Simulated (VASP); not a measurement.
# OsRh with LAK: from relaxation to properties, part 4 of 5

Wanted: the relaxed cell of OsRh and its properties. The cell is invented: it takes the structure of a Materials Project entry for PtRh (space group 166 there), with some of its atoms replaced by other elements, volume scaled by an estimate. It may not be a known or stable phase. Left out of this account: 1 further run (core levels: core levels are not valid at this level).

VASP 6.6.1, plane waves and PAW; the level of theory is named at each step.

Still holding for the runs below: This run has no spin polarisation. Its electron count is odd, so without a moment it is a metal by construction.

So far. Step 5 (Band structure (LAK)): There is no gap at this level. Step 6 (Density of states (LAK)): The finer mesh and the other smearing move the Fermi level by -0.01 eV from the 11×11×11 run, a small shift, which tests the Fermi level alone. Of the states within 0.3 eV of the Fermi level, the largest shares in the PAW spheres are Rh d 46 % and Os d 44 %. The rest lies in smaller channels or between the spheres.

## 7. Bands along the symmetry lines (LAK + SOC)

This step: LAK, spin-orbit coupling; plane waves and PAW (Os, Rh_pv); invented cell (VASP 6.6.1).

Levels along the symmetry lines show where the bands peak and cross; KPOINTS_OPT computes them in the converged potential. Spin-orbit coupling needs spinors and the noncollinear program, where each band holds one electron.

File INCAR:

```
SYSTEM = OsRh
PREC = Accurate
ENCUT = 400
EDIFF = 1E-06
NELM = 100
ISMEAR = 1
SIGMA = 0.2
LREAL = .FALSE.
ALGO = Normal
METAGGA = LAK
LASPH = .TRUE.
LNONCOLLINEAR = .TRUE.
MAGMOM = 0 0 0 0 0 0
NBANDS = 34
GGA_COMPAT = .FALSE.
LSORBIT = .TRUE.
LMAXMIX = 4
LORBIT = 11
LWAVE = .FALSE.
LCHARG = .FALSE.
```

File POSCAR:

```
OsRh
1.0
    1.3590631871      0.7846555665      4.4697103022
   -1.3590631871      0.7846555665      4.4697103022
    0.0000000000     -1.5693111331      4.4697103022
Os Rh
1 1
Direct
    0.0000000000      0.0000000000      0.0000000000
    0.5000000000      0.5000000000      0.5000000000
```

File KPOINTS:

```
Automatic mesh
0
Gamma
9 9 9
0 0 0
```

File KPOINTS_OPT:

```
Line mode
16
Line-mode
Reciprocal
  0.00000000   0.00000000   0.00000000 GAMMA
  0.50000000   0.00000000   0.00000000 L

  0.50000000   0.00000000   0.00000000 L
  0.50000000   0.18721176  -0.18721176 B1

  0.81278824   0.50000000   0.18721176 B
  0.50000000   0.50000000   0.50000000 Z

  0.50000000   0.50000000   0.50000000 Z
  0.00000000   0.00000000   0.00000000 GAMMA

  0.00000000   0.00000000   0.00000000 GAMMA
  0.34360588   0.00000000  -0.34360588 X

  0.65639412   0.34360588   0.00000000 Q
  0.50000000   0.50000000   0.00000000 F

  0.50000000   0.50000000   0.00000000 F
  0.65639412   0.65639412   0.18721176 P1

  0.65639412   0.65639412   0.18721176 P1
  0.50000000   0.50000000   0.50000000 Z

  0.50000000   0.00000000   0.00000000 L
  0.81278824   0.34360588   0.34360588 P
```

Potentials, in the order of the species: Os and Rh_pv (PBE family, release 64).

Command:

```console
mpirun -np 1 vasp_ncl
```

The program printed:

```text
[... set-up lines as in an earlier step ...]
 entering main loop
       N       E                     dE             d eps       ncg     rms          rms(c)
DAV:   1     0.296179545316E+03    0.29618E+03   -0.11560E+04  6356   0.122E+03
DAV:   2     0.668285456192E+02   -0.22935E+03   -0.21783E+03  5990   0.441E+02
DAV:   3     0.588073440590E+02   -0.80212E+01   -0.76803E+01  6922   0.870E+01
DAV:   4     0.587030664229E+02   -0.10428E+00   -0.10400E+00  6500   0.990E+00
DAV:   5     0.587011273267E+02   -0.19391E-02   -0.19388E-02  7062   0.134E+00    0.245E+01
DAV:   6     0.706728870211E+02    0.11972E+02   -0.16604E+01  6486   0.421E+01    0.589E+00
DAV:   7     0.706571798648E+02   -0.15707E-01   -0.96452E-01  6132   0.102E+01    0.553E+00
DAV:   8     0.706932422797E+02    0.36062E-01   -0.42558E-01  6362   0.850E+00    0.240E+00
DAV:   9     0.707151655691E+02    0.21923E-01   -0.82343E-02  6210   0.304E+00    0.136E+00
DAV:  10     0.707125851015E+02   -0.25805E-02   -0.14773E-02  6066   0.154E+00    0.206E-01
DAV:  11     0.707120389026E+02   -0.54620E-03   -0.17560E-03  6528   0.406E-01    0.135E-01
DAV:  12     0.707114199294E+02   -0.61897E-03   -0.71333E-04  6064   0.273E-01    0.582E-02
DAV:  13     0.707112555153E+02   -0.16441E-03   -0.11200E-04  6484   0.101E-01    0.323E-02
DAV:  14     0.707112077451E+02   -0.47770E-04   -0.43342E-05  6030   0.567E-02    0.736E-03
DAV:  15     0.707112068739E+02   -0.87120E-06   -0.25768E-06  6678   0.142E-02
   1 F= 0.70711207E+02 E0= 0.70713460E+02  d E =-.675889E-02  mag=     0.0000     0.0000    -0.0000
 Start KPOINTS_OPT (optional k-point list driver)
k-point batch [1-85\144]
       N       E                     dE             ncg
DAV:   1     0.106848069032E+05   -0.33683E+05     6308
DAV:   2    -0.933154247757E+04   -0.20016E+05     5996
DAV:   3    -0.100011829307E+05   -0.66964E+03     6604
DAV:   4    -0.100092437472E+05   -0.80608E+01     6660
DAV:   5    -0.100094099032E+05   -0.16616E+00     7046
DAV:   6    -0.100094170678E+05   -0.71646E-02     7820
DAV:   7    -0.100094171279E+05   -0.60199E-04     6606
DAV:   8    -0.100094171287E+05   -0.71678E-06     4370
k-point batch [86-144\144]
       N       E                     dE             ncg
DAV:   1     0.199682551977E+05   -0.39335E+05     4444
DAV:   2     0.665238235960E+04   -0.13316E+05     4154
DAV:   3     0.619237892595E+04   -0.46000E+03     4808
DAV:   4     0.618634693147E+04   -0.60320E+01     4508
DAV:   5     0.618621737262E+04   -0.12956E+00     5172
DAV:   6     0.618621223296E+04   -0.51397E-02     5134
DAV:   7     0.618621217824E+04   -0.54721E-04     4574
DAV:   8     0.618621217759E+04   -0.64910E-06     2982
```

Run time: 16 min. Hardware: 1 MPI rank of Intel Xeon 6975P-C (Granite Rapids), shared host; peak memory 0.39 GiB.

OUTCAR, selected parts (step 7):

```text
   k-points           NKPTS =     85   k-points in BZ     NKDIM =     85   number of bands    NBANDS=     34

   NELECT =      23.0000    total number of electrons

 E-fermi :  10.2413

 k-point     1 :       0.0000    0.0000    0.0000
  band No.  band energies     occupation
    ...
     20       7.4664      1.00000
     21       9.4645      1.00000
     22       9.4645      1.00000
     23       9.6210      1.00005
     24       9.6210      1.00005
     25      10.3677      0.06620
     26      10.3677      0.06620
     27      11.6710     -0.00000
     28      11.6710     -0.00000
     29      12.1196     -0.00000
    ...

  Total        0.0185486      0.0185486      0.4552403      0.0000000     -0.0000000      0.0000000
  in kB        1.0391385      1.0391387     25.5036270      0.0000000     -0.0000000      0.0000000
  external PRESSURE =       9.1939681 kB  Pullay stress =       0.0000000 kB

 POSITION                                       TOTAL-FORCE (eV/Angst)
 -----------------------------------------------------------------------------------
      0.00000      0.00000      0.00000         0.000000      0.000000     -0.000000
      0.00000     -0.00000      6.70457         0.000000     -0.000000      0.000000
 -----------------------------------------------------------------------------------
    total drift:                                0.000000      0.000000     -0.000000

  FREE ENERGIE OF THE ION-ELECTRON SYSTEM (eV)
  ---------------------------------------------------
  free  energy   TOTEN  =        70.7112068739 eV

  energy  without entropy=       70.7179657667  energy(sigma->0) =       70.71345984

 Spin-Orbit-Coupling matrix elements
 Ion:    1  E_soc:     -0.6851834
 Ion:    2  E_soc:     -0.2855813

 magnetization (x)
# of ion       s       p       d       tot
------------------------------------------
    1        0.000   0.000   0.000   0.000
    2       -0.000   0.000  -0.000  -0.000
--------------------------------------------------
tot         -0.000   0.000  -0.000  -0.000

 magnetization (y)
# of ion       s       p       d       tot
------------------------------------------
    1        0.000  -0.000   0.000   0.000
    2        0.000   0.000   0.000   0.000
--------------------------------------------------
tot          0.000  -0.000   0.000   0.000

 magnetization (z)
# of ion       s       p       d       tot
------------------------------------------
    1        0.000   0.000   0.000   0.000
    2        0.000   0.000   0.000   0.000
--------------------------------------------------
tot          0.000   0.000   0.000   0.000

[... 6 parts as in an earlier step ...]

[... 10 further parts left out ...]
```

Numbers from this step:

* SCF cycles: 15
* bands: 34
* irreducible k-points: 85
* free energy (TOTEN): 70.7112 eV
* energy at zero smearing: 70.7135 eV
* pressure: 0.9194 GPa

On-site spin-orbit energy by atom:

| atom | on-site spin-orbit energy (eV) |
| --- | --- |
| Os1 | -0.685 |
| Rh2 | -0.286 |

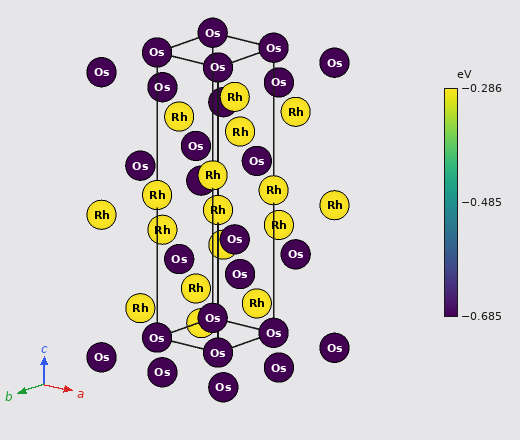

Atoms coloured by on-site spin-orbit energy. 2×2×1 conventional cells are drawn. Some periodic images of atoms are drawn too.

Electronic bands along the path, in eV, zero at the Fermi level; # counts the bands kept, so #1 is VASP's band 7:

| point | #11 | #12 | #15 | #16 | #17 | #18 | #19 | #20 |
| --- | --- | --- | --- | --- | --- | --- | --- | --- |
| Γ | -3.02 | -3.02 | -0.78 | -0.78 | -0.62 | -0.62 | 0.13 | 0.13 |
| L | -2.69 | -2.69 | -0.61 | -0.61 | 0.50 | 0.50 | 2.88 | 2.88 |
| B1 | -2.95 | -2.95 | -1.12 | -1.12 | 0.63 | 0.63 | 1.42 | 1.42 |
| jump to B | -2.95 | -2.95 | -1.12 | -1.12 | 0.63 | 0.63 | 1.42 | 1.42 |
| Z | -2.91 | -2.91 | -2.02 | -2.02 | -1.22 | -1.22 | -1.03 | -1.03 |
| Γ | -3.02 | -3.02 | -0.78 | -0.78 | -0.62 | -0.62 | 0.13 | 0.13 |
| X | -2.88 | -2.88 | -0.91 | -0.91 | 0.49 | 0.49 | 1.32 | 1.32 |
| jump to Q | -2.88 | -2.88 | -0.91 | -0.91 | 0.49 | 0.49 | 1.32 | 1.32 |
| F | 0.19 | 0.19 | 0.95 | 0.95 | 1.48 | 1.48 | 2.17 | 2.17 |
| P1 | -1.16 | -1.16 | 0.48 | 0.48 | 1.15 | 1.15 | 2.29 | 2.29 |
| Z | -2.91 | -2.91 | -2.02 | -2.02 | -1.22 | -1.22 | -1.03 | -1.03 |
| jump to L | -2.69 | -2.69 | -0.61 | -0.61 | 0.50 | 0.50 | 2.88 | 2.88 |
| P | -1.16 | -1.16 | 0.48 | 0.48 | 1.15 | 1.15 | 2.29 | 2.29 |

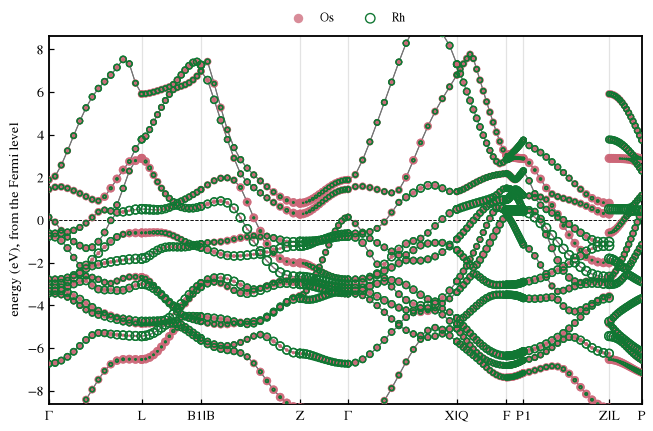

Electronic bands along the path; dots are coloured as in the legend, and their area grows with the weight.

At these settings, which differ from those of the relaxation, the cell is under a pressure of 0.9 GPa. Part of this is the spin-orbit coupling, so a relaxation with it would give a larger cell.

## 8. Volume scan with LAK, volume scale 0.94

This step: LAK; plane waves and PAW (Os, Rh_pv); invented cell (VASP 6.6.1).

An equation of state needs energies on both sides of the minimum, all on one mesh and cutoff.

File INCAR:

```
SYSTEM = OsRh
PREC = Accurate
ENCUT = 400
EDIFF = 1E-06
NELM = 100
ISMEAR = 1
SIGMA = 0.2
LREAL = .FALSE.
ALGO = Normal
METAGGA = LAK
LASPH = .TRUE.
NBANDS = 17
LORBIT = 11
LWAVE = .FALSE.
LCHARG = .FALSE.
ISIF = 2
```

File POSCAR:

```
OsRh
1.0
    1.3313194189      0.7686376931      4.3784661220
   -1.3313194189      0.7686376931      4.3784661220
    0.0000000000     -1.5372753862      4.3784661220
Os Rh
1 1
Direct
    0.0000000000      0.0000000000      0.0000000000
    0.5000000000      0.5000000000      0.5000000000
```

File KPOINTS:

```
Automatic mesh
0
Gamma
11 11 11
0 0 0
```

Command:

```console
mpirun -np 1 vasp_std
```

The program printed:

```text
[... set-up lines as in an earlier step ...]
 entering main loop
       N       E                     dE             d eps       ncg     rms          rms(c)
DAV:   1     0.244162258147E+03    0.24416E+03   -0.12252E+04  5420   0.119E+03
DAV:   2     0.638073175292E+02   -0.18035E+03   -0.17595E+03  5249   0.396E+02
DAV:   3     0.596906843691E+02   -0.41166E+01   -0.40610E+01  5978   0.619E+01
DAV:   4     0.596603666143E+02   -0.30318E-01   -0.30306E-01  5801   0.543E+00
DAV:   5     0.596599588661E+02   -0.40775E-03   -0.40773E-03  5946   0.594E-01    0.268E+01
DAV:   6     0.712399071997E+02    0.11580E+02   -0.17600E+01  5871   0.411E+01    0.499E+00
DAV:   7     0.711766679134E+02   -0.63239E-01   -0.20820E+00  5318   0.104E+01    0.556E+00
DAV:   8     0.712909487227E+02    0.11428E+00   -0.93812E-01  5657   0.836E+00    0.261E+00
DAV:   9     0.713089571498E+02    0.18008E-01   -0.87829E-02  5116   0.257E+00    0.456E-01
DAV:  10     0.713096712396E+02    0.71409E-03   -0.79679E-03  5778   0.911E-01    0.163E-01
DAV:  11     0.713092719210E+02   -0.39932E-03   -0.81126E-04  5892   0.286E-01    0.705E-02
DAV:  12     0.713090421386E+02   -0.22978E-03   -0.35300E-04  5267   0.165E-01    0.261E-02
DAV:  13     0.713090359043E+02   -0.62344E-05   -0.24676E-05  5990   0.381E-02    0.883E-03
DAV:  14     0.713090345204E+02   -0.13838E-05   -0.38574E-06  5331   0.188E-02    0.189E-03
DAV:  15     0.713090336355E+02   -0.88494E-06   -0.21139E-07  2664   0.441E-03
   1 F= 0.71309034E+02 E0= 0.71307573E+02  d E =0.438180E-02
```

It took 3.6 min on 1 MPI rank; peak memory 0.2 GiB.

OUTCAR, selected parts (step 8):

```text
   ENCUT  =  400.0 eV  29.40 Ry    5.42 a.u.   7.57  7.57  7.57*2*pi/ulx,y,z

   NELECT =      23.0000    total number of electrons

 E-fermi :  11.2765

 k-point     1 :       0.0000    0.0000    0.0000
  band No.  band energies     occupation
    ...
      8       7.7522      2.00000
      9       7.9229      2.00000
     10       7.9229      2.00000
     11      10.4669      2.00000
     12      10.4669      2.00000
     13      11.3802      0.23986
     14      13.0666     -0.00000
     15      13.0666     -0.00000
     16      21.0726      0.00000
     17      26.4395      0.00000

  Total        3.8413527      3.8413534      3.6877918      0.0000000      0.0000000      0.0000000
  in kB      228.9378369    228.9378776    219.7858783      0.0000000      0.0000000      0.0000000
  external PRESSURE =     225.8871976 kB  Pullay stress =       0.0000000 kB

 POSITION                                       TOTAL-FORCE (eV/Angst)
 -----------------------------------------------------------------------------------
      0.00000      0.00000      0.00000        -0.000000     -0.000000      0.000000
      0.00000      0.00000      6.56770         0.000000      0.000000     -0.000000
 -----------------------------------------------------------------------------------
    total drift:                               -0.000000      0.000000      0.000000

  FREE ENERGIE OF THE ION-ELECTRON SYSTEM (eV)
  ---------------------------------------------------
  free  energy   TOTEN  =        71.3090336355 eV

  energy  without entropy=       71.3046518379  energy(sigma->0) =       71.30757304

[... 2 parts as in an earlier step ...]

[... 14 further parts left out ...]
```

The scan keeps the cell's shape and the fractional positions fixed.

This step gave:

```yaml
bands: 17
irreducible_k_points: 146
free_energy_toten: 71.3090 eV
energy_at_zero_smearing: 71.3076 eV
fermi_energy: 11.28 eV
pressure: 22.59 GPa
```

The pressure here is 22.59 GPa.

## 9. Volume scan with LAK, volume scale 0.96

INCAR is that of step 8.

File POSCAR:

```
OsRh
1.0
    1.3406952167      0.7740508129      4.4093014064
   -1.3406952167      0.7740508129      4.4093014064
    0.0000000000     -1.5481016259      4.4093014064
Os Rh
1 1
Direct
    0.0000000000      0.0000000000      0.0000000000
    0.5000000000      0.5000000000      0.5000000000
```

KPOINTS is that of step 8.

Command:

```console
mpirun -np 1 vasp_std
```

The program printed:

```text
[... set-up lines as in an earlier step ...]
 entering main loop
       N       E                     dE             d eps       ncg     rms          rms(c)
DAV:   1     0.242579873318E+03    0.24258E+03   -0.12275E+04  5564   0.118E+03
DAV:   2     0.635115446756E+02   -0.17907E+03   -0.17442E+03  5303   0.392E+02
DAV:   3     0.594784862203E+02   -0.40331E+01   -0.39858E+01  5914   0.611E+01
DAV:   4     0.594466752618E+02   -0.31811E-01   -0.31766E-01  5773   0.547E+00
DAV:   5     0.594462434242E+02   -0.43184E-03   -0.43182E-03  5880   0.626E-01    0.257E+01
DAV:   6     0.711578798305E+02    0.11712E+02   -0.18421E+01  5854   0.415E+01    0.445E+00
DAV:   7     0.710298696626E+02   -0.12801E+00   -0.30550E+00  5392   0.124E+01    0.612E+00
DAV:   8     0.712218120170E+02    0.19194E+00   -0.12922E+00  5642   0.949E+00    0.248E+00
DAV:   9     0.712401476153E+02    0.18336E-01   -0.11787E-01  5142   0.308E+00    0.533E-01
DAV:  10     0.712415185291E+02    0.13709E-02   -0.10437E-02  5815   0.986E-01    0.217E-01
DAV:  11     0.712409942831E+02   -0.52425E-03   -0.19251E-03  5948   0.460E-01    0.577E-02
DAV:  12     0.712408088523E+02   -0.18543E-03   -0.25434E-04  5322   0.135E-01    0.278E-02
DAV:  13     0.712407620688E+02   -0.46783E-04   -0.90926E-05  5241   0.827E-02    0.725E-03
DAV:  14     0.712407635943E+02    0.15255E-05   -0.26897E-06  5786   0.145E-02    0.312E-03
DAV:  15     0.712407631030E+02   -0.49136E-06   -0.10544E-06  2887   0.102E-02
   1 F= 0.71240763E+02 E0= 0.71239251E+02  d E =0.453515E-02
```

Run time: 3.4 min. Hardware: 1 MPI rank; peak memory 0.2 GiB.

Parts of OUTCAR (step 9):

```text
   ENCUT  =  400.0 eV  29.40 Ry    5.42 a.u.   7.62  7.62  7.62*2*pi/ulx,y,z

   NELECT =      23.0000    total number of electrons

 E-fermi :  10.9199

 k-point     1 :       0.0000    0.0000    0.0000
  band No.  band energies     occupation
    ...
      8       7.5053      2.00000
      9       7.6731      2.00000
     10       7.6731      2.00000
     11      10.1290      2.00000
     12      10.1290      2.00000
     13      11.0403      0.15847
     14      12.6447     -0.00000
     15      12.6447     -0.00000
     16      20.4511      0.00000
     17      26.1025      0.00000

  Total        2.4575299      2.4575303      2.3406811      0.0000000     -0.0000000      0.0000000
  in kB      143.4130981    143.4131235    136.5942012      0.0000000     -0.0000000      0.0000000
  external PRESSURE =     141.1401409 kB  Pullay stress =       0.0000000 kB

 POSITION                                       TOTAL-FORCE (eV/Angst)
 -----------------------------------------------------------------------------------
      0.00000      0.00000      0.00000         0.000000      0.000000      0.000000
      0.00000     -0.00000      6.61395        -0.000000     -0.000000     -0.000000
 -----------------------------------------------------------------------------------
    total drift:                               -0.000000      0.000000      0.000000

  FREE ENERGIE OF THE ION-ELECTRON SYSTEM (eV)
  ---------------------------------------------------
  free  energy   TOTEN  =        71.2407631030 eV

  energy  without entropy=       71.2362279524  energy(sigma->0) =       71.23925139

[... 3 parts as in an earlier step ...]

[... 13 further parts left out ...]
```

This step gave:

| Item | Value |
| --- | --- |
| free energy (TOTEN) | 71.2408 eV |
| energy at zero smearing | 71.2393 eV |
| Fermi energy | 10.92 eV |
| pressure | 14.11 GPa |

The pressure falls from 22.59 to 14.11 GPa.

The run ends at a pressure of 14.11 GPa.

## 10. Volume scan with LAK, volume scale 0.98

INCAR is that of step 9.

File POSCAR:

```
OsRh
1.0
    1.3499416828      0.7793892631      4.4397113426
   -1.3499416828      0.7793892631      4.4397113426
    0.0000000000     -1.5587785263      4.4397113426
Os Rh
1 1
Direct
    0.0000000000      0.0000000000      0.0000000000
    0.5000000000      0.5000000000      0.5000000000
```

KPOINTS is that of step 9.

Command:

```console
mpirun -np 1 vasp_std
```

The program printed:

```text
[... set-up lines as in an earlier step ...]
 entering main loop
       N       E                     dE             d eps       ncg     rms          rms(c)
DAV:   1     0.240769153715E+03    0.24077E+03   -0.12317E+04  5556   0.118E+03
DAV:   2     0.633361273723E+02   -0.17743E+03   -0.17306E+03  5298   0.391E+02
DAV:   3     0.592993002101E+02   -0.40368E+01   -0.39917E+01  5883   0.604E+01
DAV:   4     0.592663556776E+02   -0.32945E-01   -0.32932E-01  5834   0.554E+00
[...]
DAV:  12     0.712014423037E+02   -0.17424E-03   -0.26185E-04  5327   0.136E-01    0.360E-02
DAV:  13     0.712013654637E+02   -0.76840E-04   -0.18228E-04  5088   0.115E-01    0.934E-03
DAV:  14     0.712013663487E+02    0.88498E-06   -0.39840E-06  5861   0.191E-02
   1 F= 0.71201366E+02 E0= 0.71199821E+02  d E =0.463587E-02
```

It took 2.1 min on 1 MPI rank; peak memory 0.21 GiB.

From OUTCAR (step 10):

```text
  Total        1.1683946      1.1683948      1.1046997      0.0000000     -0.0000000      0.0000000
  in kB       66.7920385     66.7920504     63.1508792      0.0000000     -0.0000000      0.0000000
  external PRESSURE =      65.5783227 kB  Pullay stress =       0.0000000 kB

 POSITION                                       TOTAL-FORCE (eV/Angst)
 -----------------------------------------------------------------------------------
      0.00000      0.00000      0.00000        -0.000000     -0.000000      0.000000
      0.00000     -0.00000      6.65957         0.000000      0.000000     -0.000000
 -----------------------------------------------------------------------------------
    total drift:                               -0.000000      0.000000      0.000000

  FREE ENERGIE OF THE ION-ELECTRON SYSTEM (eV)
  ---------------------------------------------------
  free  energy   TOTEN  =        71.2013663487 eV

  energy  without entropy=       71.1967304804  energy(sigma->0) =       71.19982106

[... 1 part as in an earlier step ...]

[... 2 further parts left out ...]
[key lines of the parts left out:]
E-fermi :  10.5778
```

The pressure falls from 14.11 to 6.56 GPa.

The run ends at a pressure of 6.56 GPa.

## 11. Volume scan with LAK, volume scale 1

INCAR is that of step 10.

File POSCAR:

```
OsRh
1.0
    1.3590631871      0.7846555665      4.4697103022
   -1.3590631871      0.7846555665      4.4697103022
    0.0000000000     -1.5693111331      4.4697103022
Os Rh
1 1
Direct
    0.0000000000      0.0000000000      0.0000000000
    0.5000000000      0.5000000000      0.5000000000
```

KPOINTS is that of step 10.

Command:

```console
mpirun -np 1 vasp_std
```

The program printed:

```text
[... set-up lines as in an earlier step ...]
 entering main loop
       N       E                     dE             d eps       ncg     rms          rms(c)
[... 14 cycles as in an earlier step ...]
   1 F= 0.71186887E+02 E0= 0.71185324E+02  d E =0.468851E-02
```

Wall time 2.2 min (1 MPI rank); peak memory 0.22 GiB.

From OUTCAR (step 11):

```text
[... 6 parts as in an earlier step ...]

[... 1 further part left out ...]
[key lines of the parts left out:]
E-fermi :  10.2492
```

The pressure falls from 6.56 to -0.05 GPa, so it vanishes between these two volumes.

[end of part 4 of 5]

[Lines on the potential files, build, host, timing and source positions are cut from VASP's logs without a mark.]

[Logs are printed without paths, hosts, clocks, repeated set-up lines and the standing remarks that a program may print on its own settings, such as how far it seeks lower states.]

[Hosts, paths, dates, database ids (printed as entryN), source tags and the programs' standing remarks are cut or masked in the printed files.]

[A measured line is paired with the nearest computed mode of its activity, which favours agreement.]
